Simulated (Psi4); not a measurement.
# A workflow on As2 (SMILES [As]#[As])

Aim: a geometry optimisation (singlet As2, B3LYP/def2-SVPD), then a single-point energy (doublet [As2]+, UB3LYP/def2-SVPD), then a geometry optimisation (doublet [As2]+, UB3LYP/def2-SVPD), then the energy (doublet [As2]−, UB3LYP/def2-SVPD), then a structure relaxation (doublet [As2]−, UB3LYP/def2-SVPD) of As2. 

The results are computed with Psi4 1.11.

**1. The system as given**

As2 has 2 atoms, charge 0, and is taken as a singlet. As SMILES, `[As]#[As]`. Geometry: relaxed at PBE0-D4/def2-TZVP. The run starts from this shape.

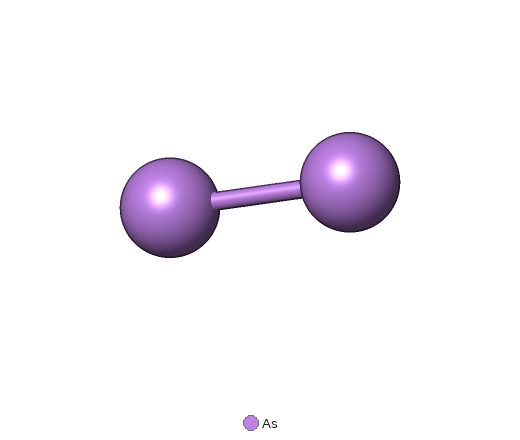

Viewed from a chosen angle; arsenic purple.

**2. A geometry optimisation at B3LYP/def2-SVPD (density fitting) (run 1)**

calc.dat

```
memory 1.6 GB

molecule {
  As     0.000000     0.000000     0.002480
  As     0.000000     0.000000     2.091490
  symmetry c1
}


e, wfn = opt('b3lyp/def2-SVPD', return_wfn=True)
print_variables()
```

Run with:

```console
$ psi4 -n 1 calc.dat calc.out
```

calc.out:

```text
[...]
  Running in c1 symmetry.
[...]
  Nuclear repulsion =  275.859848645832244
[...]
  Multiplicity = 1
[...]
  Nalpha       = 33
  Nbeta        = 33
[...]
    Number of basis functions: 76
[...]
   @DF-RKS iter   1: -4469.45891724667308   -4.55825e+00   4.09986e-02 DIIS/ADIIS
[...]
   @DF-RKS iter   6: -4471.29415241266997   -9.09495e-13   1.35974e-09 DIIS
[...]
  @DF-RKS Final Energy: -4471.29415241266997
   => Energetics <=
    Nuclear Repulsion Energy =            273.4582805171379505
    One-Electron Energy =               -6773.8264990228590250
    Two-Electron Energy =                2162.7132640775212167
    DFT Exchange-Correlation Energy =    -133.6391979844699165
    Empirical Dispersion Energy =           0.0000000000000000
    VV10 Nonlocal Energy =                  0.0000000000000000
    Total Energy =                      -4471.2941524126708828
[...]
 Multipole Moments:
 ------------------------------------------------------------------------------------
     Multipole            Electronic (a.u.)      Nuclear  (a.u.)        Total (a.u.)
 ------------------------------------------------------------------------------------
 L = 1.  Multiply by 2.5417464519 to convert [e a0] to [Debye]
 Dipole X            :         -0.0000000            0.0000000           -0.0000000
 Dipole Y            :          0.0000000            0.0000000            0.0000000
 Dipole Z            :          0.0000020            0.0000000            0.0000020
 Magnitude           :                                                    0.0000020
[...]
  -Total Gradient:
     Atom            X                  Y                   Z
    ------   -----------------  -----------------  -----------------
       1        0.000000000002     0.000000000000    -0.000058047472
       2        0.000000000003    -0.000000000000     0.000058047470
[...]
    Final optimized geometry and variables:
    Molecular point group: c1
    Full point group: D_inf_h
    Geometry (in Angstrom), charge = 0, multiplicity = 1:
    AS           0.000000000000     0.000000000000    -1.053678062573
    AS           0.000000000000     0.000000000000     1.053678062573
  Variable Map:
  ----------------------------------------------------------------------------
  "CURRENT ENERGY"              =>   -4471.294152412670
  "CURRENT REFERENCE ENERGY"    =>   -4471.294152412670
  "DD SOLVATION ENERGY"         =>       0.000000000000
  "DFT FUNCTIONAL TOTAL ENERGY" =>   -4471.294152412671
  "DFT TOTAL ENERGY"            =>   -4471.294152412671
  "DFT VV10 ENERGY"             =>       0.000000000000
[...]
```

On the terminal:

```text
Optimizer: Optimization complete!
```

It took 8.7 s on 1 thread of Intel Xeon Platinum 8375C at 2.90GHz (Ice Lake), shared host; peak memory 0.35 GiB.

Step by step:

```csv
step,energy from the first frame kept (eV),largest force (eV/Å)
0,0.0000,0.5340
1,-0.0048,0.0777
2,-0.0049,0.0030
```

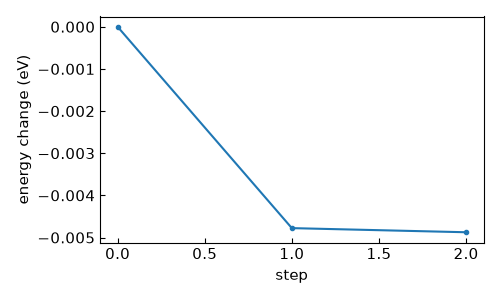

Energy along the run.

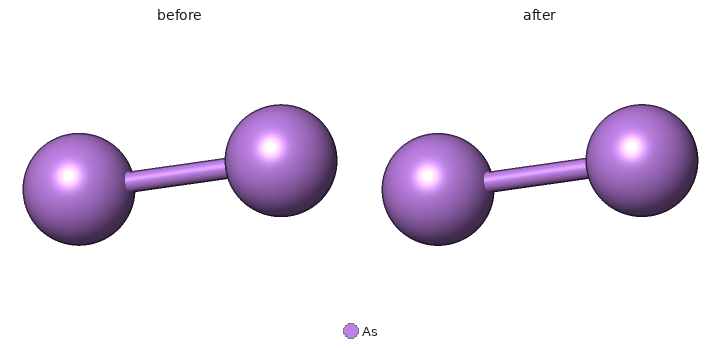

Before and after, at one scale.

After the run. Bond lengths: As1–As2 2.107 Å.

**3. The doublet cation: the energy at UB3LYP/def2-SVPD (density fitting) (run 2)**

job.py

```python
import psi4

psi4.set_memory('1600 MB')
psi4.set_num_threads(1)
psi4.set_output_file('as2.out', False)

m = psi4.geometry("""
1 2
As     0.000000     0.000000    -0.006693
As     0.000000     0.000000     2.100663
symmetry c1
""")

psi4.set_options(dict(reference='uks'))

e, wfn = psi4.energy('b3lyp/def2-SVPD', molecule=m, return_wfn=True)
print(f'total energy {e:.8f} hartree = {e * 27.211386:.5f} eV')
```

Run with:

```console
$ python job.py
```

as2.out:

```text
[...]
  Running in c1 symmetry.
[...]
  Nuclear repulsion =  273.458296756518621
[...]
  Multiplicity = 2
[...]
  Nalpha       = 33
  Nbeta        = 32
[...]
    Number of basis functions: 76
[...]
   @DF-UKS iter   1: -4469.29866593216138   -4.42622e+00   4.02222e-02 DIIS/ADIIS
[...]
   @DF-UKS iter   7: -4470.93766011529988   -1.39253e-08   1.88247e-07 DIIS
[...]
   @S^2 Observed:                7.513399316E-01
[...]
    Orbital Energies [Eh]
    ---------------------
    Alpha Occupied:
       1A   -426.100777     2A   -426.100741     3A    -54.110911
       4A    -54.110876     5A    -48.414742     6A    -48.414681
       7A    -48.411849     8A    -48.411787     9A    -48.410596
      10A    -48.410450    11A     -7.283893    12A     -7.283731
      13A     -5.349579    14A     -5.349483    15A     -5.340464
      16A     -5.340367    17A     -5.338501    18A     -5.337302
      19A     -1.938808    20A     -1.935123    21A     -1.934725
      22A     -1.934237    23A     -1.933521    24A     -1.930867
      25A     -1.929613    26A     -1.927785    27A     -1.922403
      28A     -1.919869    29A     -0.947392    30A     -0.744242
      31A     -0.542316    32A     -0.531964    33A     -0.516495
[...]
  @DF-UKS Final Energy: -4470.93766011529988
   => Energetics <=
    Nuclear Repulsion Energy =            273.4582967565186209
    One-Electron Energy =               -6755.5237712799862493
    Two-Electron Energy =                2144.5602147192789744
    DFT Exchange-Correlation Energy =    -133.4324003111119055
    Empirical Dispersion Energy =           0.0000000000000000
    VV10 Nonlocal Energy =                  0.0000000000000000
    Total Energy =                      -4470.9376601153016964
[...]
 Multipole Moments:
 ------------------------------------------------------------------------------------
     Multipole            Electronic (a.u.)      Nuclear  (a.u.)        Total (a.u.)
 ------------------------------------------------------------------------------------
 L = 1.  Multiply by 2.5417464519 to convert [e a0] to [Debye]
 Dipole X            :         -0.0000000            0.0000000           -0.0000000
 Dipole Y            :         -0.0000000            0.0000000           -0.0000000
 Dipole Z            :         -0.0000000            0.0000000           -0.0000000
 Magnitude           :                                                    0.0000000
[...]
```

The script printed:

```text
total energy -4470.93766012 hartree = -121660.41045 eV
```

Run time: 3.9 s. Hardware: 1 thread of Intel Xeon Platinum 8375C at 2.90GHz (Ice Lake), shared host; peak memory 0.3 GiB.

**4. The doublet cation: a geometry optimisation at UB3LYP/def2-SVPD (density fitting) (run 3)**

job.in

```
memory 1.6 GB

molecule {
  1 2
  As     0.000000     0.000000    -0.006693
  As     0.000000     0.000000     2.100663
  symmetry c1
}

set {
  basis def2-SVPD
  reference uks
  geom_maxiter 50
}

result, w = opt('b3lyp', return_wfn=True)
print_variables()
```

Run with:

```console
$ psi4 job.in job.out -n 1
```

job.out:

```text
[...]
  Running in c1 symmetry.
[...]
  Nuclear repulsion =  273.458296756518621
[...]
  Multiplicity = 2
[...]
  Nalpha       = 33
  Nbeta        = 32
[...]
    Number of basis functions: 76
[...]
   @DF-UKS iter   1: -4469.29866593216138   -4.42622e+00   4.02222e-02 DIIS/ADIIS
[...]
   @DF-UKS iter   6: -4470.94251502541101   -1.81899e-12   1.68509e-09 DIIS
[...]
   @S^2 Observed:                7.513213589E-01
[...]
  @DF-UKS Final Energy: -4470.94251502541101
   => Energetics <=
    Nuclear Repulsion Energy =            260.4353646697986733
    One-Electron Energy =               -6729.6172640521108406
    Two-Electron Energy =                2131.6412223568381705
    DFT Exchange-Correlation Energy =    -133.4018379999357649
    Empirical Dispersion Energy =           0.0000000000000000
    VV10 Nonlocal Energy =                  0.0000000000000000
    Total Energy =                      -4470.9425150254101027
[...]
 Multipole Moments:
 ------------------------------------------------------------------------------------
     Multipole            Electronic (a.u.)      Nuclear  (a.u.)        Total (a.u.)
 ------------------------------------------------------------------------------------
 L = 1.  Multiply by 2.5417464519 to convert [e a0] to [Debye]
 Dipole X            :         -0.0000000            0.0000000           -0.0000000
 Dipole Y            :          0.0000000            0.0000000            0.0000000
 Dipole Z            :         -0.0000001            0.0000000           -0.0000001
 Magnitude           :                                                    0.0000001
[...]
  -Total Gradient:
     Atom            X                  Y                   Z
    ------   -----------------  -----------------  -----------------
       1       -0.000000000000    -0.000000000001    -0.000272124041
       2        0.000000000000    -0.000000000000     0.000272124049
[...]
    Final optimized geometry and variables:
    Molecular point group: c1
    Full point group: D_inf_h
    Geometry (in Angstrom), charge = 1, multiplicity = 2:
    AS           0.000000000000     0.000000000000    -1.106366608756
    AS           0.000000000000     0.000000000000     1.106366608756
  Variable Map:
  ----------------------------------------------------------------------------
  "CURRENT ENERGY"              =>   -4470.942515025411
  "CURRENT REFERENCE ENERGY"    =>   -4470.942515025411
  "DD SOLVATION ENERGY"         =>       0.000000000000
  "DFT FUNCTIONAL TOTAL ENERGY" =>   -4470.942515025410
  "DFT TOTAL ENERGY"            =>   -4470.942515025410
  "DFT VV10 ENERGY"             =>       0.000000000000
[...]
```

On the terminal:

```text
Optimizer: Optimization complete!
```

Wall time 11 s (1 thread of Intel Xeon Platinum 8375C at 2.90GHz (Ice Lake), shared host); peak memory 0.35 GiB.

Step by step:

```csv
step,energy from the first frame kept (eV),largest force (eV/Å)
0,0.0000,2.7098
1,-0.1320,0.0703
2,-0.1321,0.0140
```

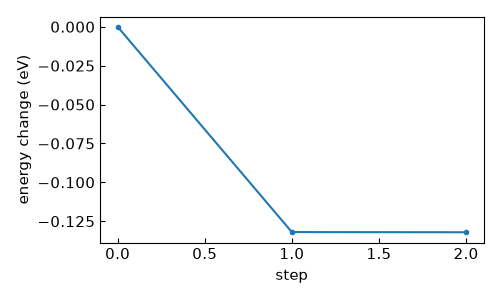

Energy along the run.

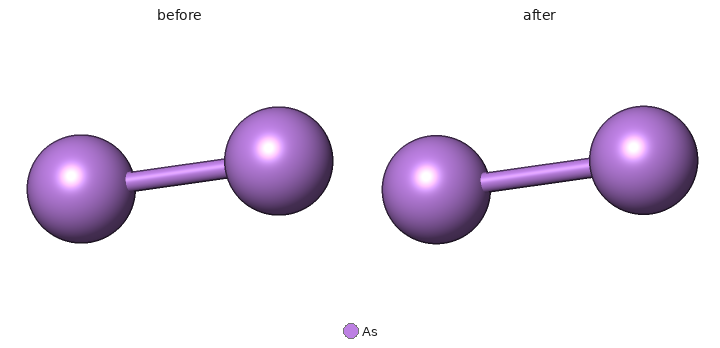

Before and after, at one scale.

After the run. Bond lengths: As1–As2 2.213 Å.

**5. The doublet anion: a single-point energy at UB3LYP/def2-SVPD (density fitting) (run 4)**

as2.in

```
memory 1600 mb

molecule system {
  -1 2
  As
  As 1 R2

  R2 = 2.107356
  symmetry c1
}

set {
  basis def2-SVPD
  reference uks
}

energy("b3lyp")
```

Run with:

```console
$ psi4 -i as2.in -o as2.out -n 1
```

as2.out:

```text
[...]
  Running in c1 symmetry.
[...]
  Nuclear repulsion =  273.458296756518621
[...]
  Multiplicity = 2
[...]
  Nalpha       = 34
  Nbeta        = 33
[...]
    Number of basis functions: 76
[...]
   @DF-UKS iter   1: -4469.21194217998982   -4.33950e+00   4.18933e-02 DIIS/ADIIS
[...]
   @DF-UKS iter   8: -4471.31183076650359   -1.70157e-08   1.20769e-07 DIIS
[...]
   @S^2 Observed:                7.531814205E-01
[...]
    Orbital Energies [Eh]
    ---------------------
    Alpha Occupied:
       1A   -425.569277     2A   -425.569241     3A    -53.580357
       4A    -53.580322     5A    -47.882717     6A    -47.882656
       7A    -47.881540     8A    -47.881478     9A    -47.881203
      10A    -47.881056    11A     -6.752817    12A     -6.752664
      13A     -4.814822    14A     -4.814726    15A     -4.811736
      16A     -4.810537    17A     -4.809749    18A     -4.809653
      19A     -1.408791    20A     -1.404495    21A     -1.400693
      22A     -1.400479    23A     -1.400115    24A     -1.399808
      25A     -1.399690    26A     -1.399090    27A     -1.394783
      28A     -1.392748    29A     -0.426689    30A     -0.252339
      31A     -0.053245    32A     -0.045315    33A     -0.039811
      34A      0.065346
[...]
  @DF-UKS Final Energy: -4471.31183076650359
   => Energetics <=
    Nuclear Repulsion Energy =            273.4582967565186209
    One-Electron Energy =               -6790.1636182780521267
    Two-Electron Energy =                2179.2401661645785680
    DFT Exchange-Correlation Energy =    -133.8466754095480269
    Empirical Dispersion Energy =           0.0000000000000000
    VV10 Nonlocal Energy =                  0.0000000000000000
    Total Energy =                      -4471.3118307665026805
[...]
 Multipole Moments:
 ------------------------------------------------------------------------------------
     Multipole            Electronic (a.u.)      Nuclear  (a.u.)        Total (a.u.)
 ------------------------------------------------------------------------------------
 L = 1.  Multiply by 2.5417464519 to convert [e a0] to [Debye]
 Dipole X            :         -0.0000000            0.0000000           -0.0000000
 Dipole Y            :         -0.0000000            0.0000000           -0.0000000
 Dipole Z            :          0.0000000            0.0000000            0.0000000
 Magnitude           :                                                    0.0000000
[...]
```

Wall time 3.9 s (1 thread of Intel Xeon Platinum 8375C at 2.90GHz (Ice Lake), shared host); peak memory 0.3 GiB.

**6. The doublet anion: a structure relaxation at UB3LYP/def2-SVPD (density fitting) (run 5)**

as2.in

```
memory 1.6 GB

molecule m {
  -1 2
  As     0.000000     0.000000    -0.006693
  As     0.000000     0.000000     2.100663
  symmetry c1
}

set {
  basis def2-SVPD
  reference uks
  geom_maxiter 50
}

optimize("b3lyp")
```

Run with:

```console
$ psi4 -n 1 as2.in as2.out
```

as2.out:

```text
[...]
  Running in c1 symmetry.
[...]
  Nuclear repulsion =  273.458296756518621
[...]
  Multiplicity = 2
[...]
  Nalpha       = 34
  Nbeta        = 33
[...]
    Number of basis functions: 76
[...]
   @DF-UKS iter   1: -4469.21194217998982   -4.33950e+00   4.18933e-02 ADIIS/DIIS
[...]
   @DF-UKS iter   9: -4471.31516740526058   -1.81899e-12   4.76389e-10 DIIS
[...]
   @S^2 Observed:                7.532361835E-01
[...]
  @DF-UKS Final Energy: -4471.31516740526058
   => Energetics <=
    Nuclear Repulsion Energy =            262.4408358931386829
    One-Electron Energy =               -6768.0647100344340288
    Two-Electron Energy =                2168.1319952714593455
    DFT Exchange-Correlation Energy =    -133.8232885354243251
    Empirical Dispersion Energy =           0.0000000000000000
    VV10 Nonlocal Energy =                  0.0000000000000000
    Total Energy =                      -4471.3151674052605813
[...]
 Multipole Moments:
 ------------------------------------------------------------------------------------
     Multipole            Electronic (a.u.)      Nuclear  (a.u.)        Total (a.u.)
 ------------------------------------------------------------------------------------
 L = 1.  Multiply by 2.5417464519 to convert [e a0] to [Debye]
 Dipole X            :          0.0000000            0.0000000            0.0000000
 Dipole Y            :          0.0000000            0.0000000            0.0000000
 Dipole Z            :         -0.0000000            0.0000000           -0.0000000
 Magnitude           :                                                    0.0000000
[...]
  -Total Gradient:
     Atom            X                  Y                   Z
    ------   -----------------  -----------------  -----------------
       1       -0.000000000002    -0.000000000000    -0.000091757192
       2       -0.000000000000    -0.000000000001     0.000091757194
[...]
    Final optimized geometry and variables:
    Molecular point group: c1
    Full point group: D_inf_h
    Geometry (in Angstrom), charge = -1, multiplicity = 2:
    AS           0.000000000000     0.000000000000    -1.097912183633
    AS           0.000000000000     0.000000000000     1.097912183633
    Psi4 run time: 0:00:07.53
```

On the terminal:

```text
Optimizer: Optimization complete!
```

It took 8.7 s on 1 thread of Intel Xeon Platinum 8375C at 2.90GHz (Ice Lake), shared host; peak memory 0.35 GiB.

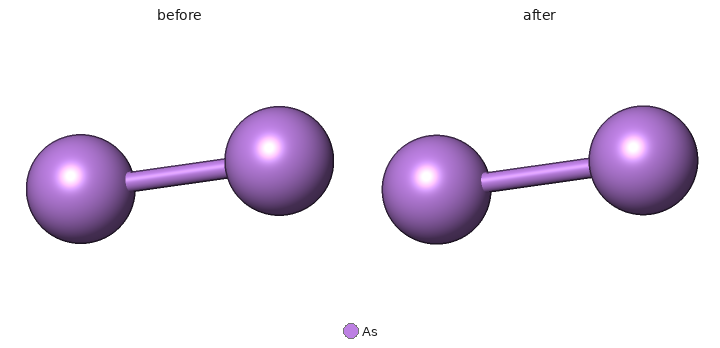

Before and after, at one scale.

After the run. Bond lengths: As1–As2 2.196 Å.

**7. Summary of results**

| quantity | value |
| --- | --- |
| run 1, B3LYP/def2-SVPD: total energy at the end | -4471.29415 Eh |
| run 1, B3LYP/def2-SVPD: dipole moment | 0.00 D |
| run 1, B3LYP/def2-SVPD: HOMO energy | -7.13 eV |
| run 1, B3LYP/def2-SVPD: LUMO energy | -2.78 eV |
| run 1, B3LYP/def2-SVPD: HOMO–LUMO gap | 4.35 eV |
| run 1, B3LYP/def2-SVPD: bond length | 2.107 Å |
| doublet cation, run 2: total energy | -4470.93766 Eh |
| doublet cation, run 2: HOMO energy (highest over α and β) | -13.85 eV |
| doublet cation, run 2: LUMO energy (lowest over α and β) | -12.29 eV |
| doublet cation, run 2: ⟨S²⟩ | 0.751 |
| doublet cation, run 3: total energy at the end | -4470.94252 Eh |
| doublet cation, run 3: HOMO energy (highest over α and β) | -13.52 eV |
| doublet cation, run 3: LUMO energy (lowest over α and β) | -11.99 eV |
| doublet cation, run 3: bond length | 2.213 Å |
| doublet cation, run 3: ⟨S²⟩ | 0.751 |
| doublet anion, run 4: total energy | -4471.31183 Eh |
| doublet anion, run 4: HOMO energy (highest over α and β) | 1.78 eV |
| doublet anion, run 4: LUMO energy (lowest over α and β) | 3.07 eV |
| doublet anion, run 4: ⟨S²⟩ | 0.753 |
| doublet anion, run 5: total energy at the end | -4471.31517 Eh |
| doublet anion, run 5: HOMO energy (highest over α and β) | 1.60 eV |
| doublet anion, run 5: LUMO energy (lowest over α and β) | 2.88 eV |
| doublet anion, run 5: bond length | 2.196 Å |
| doublet anion, run 5: ⟨S²⟩ | 0.753 |
| adiabatic electron affinity (to the doublet anion, no zero-point term) | 0.572 eV |
| adiabatic ionisation energy (to the doublet cation, no zero-point term) | 9.569 eV |

What this shows: The adiabatic electron affinity (to the doublet anion, no zero-point term) is 0.57 eV (55.2 kJ/mol). The adiabatic ionisation energy (to the doublet cation, no zero-point term) is 9.57 eV (221 kcal/mol). The optimisation (run 1, B3LYP/def2-SVPD) took 3 steps and changed the energy by -0.005 eV. The optimisation (doublet cation, run 3) took 3 steps and changed the energy by -0.132 eV. The HOMO (doublet anion, run 4) lies at positive energy, 1.78 eV; only total energies tell whether the electron is bound. The optimisation (doublet anion, run 5) took 2 steps and changed the energy by -0.091 eV.
